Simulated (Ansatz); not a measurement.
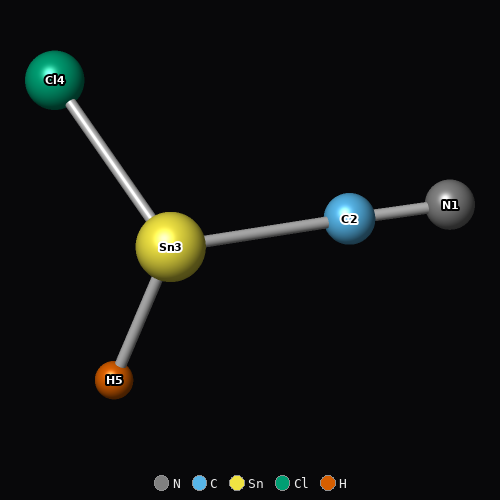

The system is CHClNSn, SMILES N#[C][SnH][Cl], spin multiplicity 2; the picture shows the reference structure. First axis: umbrella angle at Sn3 (between each of its bonds and their common axis; 90 is planar). Second axis: change of the bonds Sn3–C2, Sn3–Cl4, Sn3–H5, all alike. Nothing is relaxed (all other coordinates rigid). The scan uses an 11 × 11 grid. Points are written as (first, second). Energies: eV, counted from the lowest grid point. Energies and slopes of some neighbouring points disagree (a jump in structure or state, or too coarse a mesh). All numbers below come from UKS PBE0-D4/def2-SVP in Ansatz 0.2.0.

Its coordinates:

| atom | x (Å) | y (Å) | z (Å) |
| --- | --- | --- | --- |
| N | 1.3125 | -1.4757 | 1.5072 |
| C | 0.8223 | -0.7910 | 0.7068 |
| Sn | 0.0550 | 0.4333 | -0.8656 |
| Cl | -2.1670 | -0.2925 | -1.1299 |
| H | 0.0272 | 2.0524 | -0.2599 |

Range: umbrella angle at Sn3 (between each of its bonds and their common axis; 90 is planar) from 55.6 to 124.4°; change of the bonds Sn3–C2, Sn3–Cl4, Sn3–H5, all alike from −0.228 to 0.352 Å.

Q: What landscape does the calculation give?

A: The lowest grid point is at (110.7°, 0.004 Å). Other grid points that lie below all their neighbours: (69.3°, 0.004 Å) (0.015 eV higher). The highest grid point, (124.4°, −0.228 Å), lies 2.16 eV above the lowest.

```tsv
second ↓, first →	55.6	62.4	69.3	76.2	83.1	90.0	96.9	103.8	110.7	117.6	124.4
0.352	1.62	1.47	1.46	1.59	1.82	1.96	1.81	1.58	1.45	1.47	1.62
0.294	1.29	1.12	1.11	1.26	1.54	1.74	1.53	1.25	1.10	1.12	1.30
0.236	0.99	0.80	0.78	0.96	1.29	1.57	1.27	0.94	0.77	0.80	1.00
0.178	0.73	0.51	0.49	0.68	1.07	1.45	1.04	0.66	0.48	0.51	0.74
0.120	0.52	0.28	0.25	0.46	0.88	1.41	0.84	0.43	0.24	0.28	0.53
0.062	0.40	0.12	0.09	0.29	0.73	1.18	0.68	0.26	0.07	0.12	0.41
0.004	0.38	0.07	0.02	0.22	0.63	0.98	0.59	0.19	0.00	0.06	0.39
−0.054	0.50	0.15	0.07	0.26	0.64	0.90	0.60	0.23	0.06	0.14	0.51
−0.112	0.80	0.40	0.30	0.46	0.79	0.99	0.75	0.43	0.28	0.40	0.81
−0.170	1.33	0.88	0.74	0.86	1.14	1.29	1.10	0.83	0.72	0.87	1.34
−0.228	2.14	1.63	1.45	1.53	1.74	1.86	1.71	1.50	1.43	1.63	2.16
```

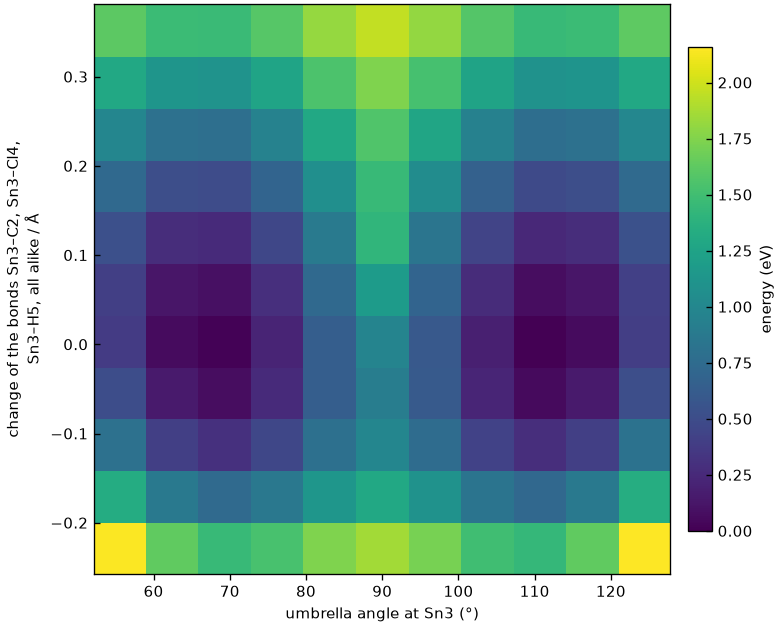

The picture shows one coloured cell a grid point.

Each point was launched as `ansatz run input.yaml --threads 1 --pin off --max-ram 2560MiB --backend cpu --events-out ev --progress --plain --runs-dir out`. Time for the 121 points that were run: 13 min on 1 thread of Arm Neoverse V1, with other jobs on the host.
